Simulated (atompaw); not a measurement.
```json
{"Element": "Tm", "Generator": "atompaw 4.2.0.5", "Type": "PAW", "Functional": "PBEsol", "Relativity": "scalar-relativistic", "Frozen core": "[Kr] 4d10", "Valence charge": "23", "Reference configuration": "4f13 5s2 5p6 5d0 6s1 6p0 (charge +1)", "Partial waves": "5s (bound): rc 1.35 bohr; 6s (bound): rc 3.00 bohr; 5p (bound): rc 2.40 bohr; 6p (bound, empty): rc 3.00 bohr; 5d (bound, empty): rc 3.00 bohr; 5d channel at 0.6 Ry: rc 3.00 bohr; 4f (bound): rc 1.40 bohr; 4f channel at 0.7 Ry: rc 1.40 bohr", "Local potential": "troulliermartins scheme with l = 4 at 0 Ry, radius 2.15 bohr", "Core correction": "smooth core density matched at 2.30 bohr", "Augmentation charge": "sinc compensation charge, radius 2.75 bohr; PAW radius 3.00 bohr; waves and projectors: custom polynom gramschmidtortho"}
```

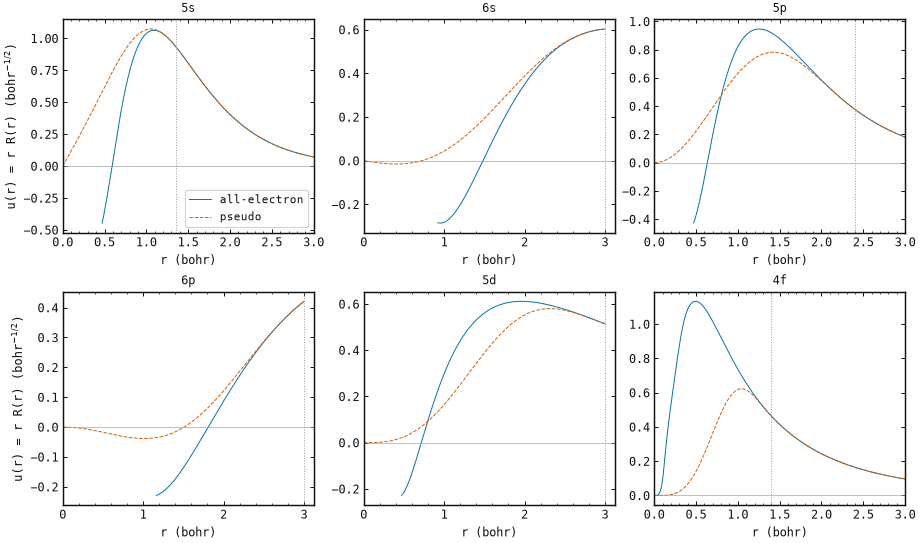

Pseudo-waves (dashed) against the all-electron radial functions (solid). Dotted lines mark the matching radii. The all-electron curves start outside the innermost oscillations, which aren't drawn.

Pseudo-waves: 5s has no node; 6s has a node at about 0.7 bohr; 5p has no node; 6p has a node at about 1.5 bohr; 5d has no node; 4f has no node. A node in 6s and 6p is allowed, since a lower shell of the same l is also in the valence.

* Cutoffs needed: 100 Ry and 160 Ry (the cutoffs, on a coarse ladder, from which the occupation-weighted sum of valence levels, in a spherical-Bessel basis at the reference potential, stays within 10 and 1 mRy of its value at 400 Ry)
* Ghost test: no ghost state below the valence levels in the s, p, d, f channels (spherical-Bessel basis up to 400 Ry, 20 bohr box)
* Lowest eigenvalue of the overlap operator: 0.47 (s channel)
* Overlap eigenvalues printed by atompaw (projector basis): 0.412, 0.791, 0.887, 2.93, 128, 160, 4.23e+03, 1.74e+05
* Share of each valence orbital outside the PAW sphere: 5s 0 %, 6s 65 %, 5p 1 %, 6p 88 %, 5d 36 %, 4f 1 %
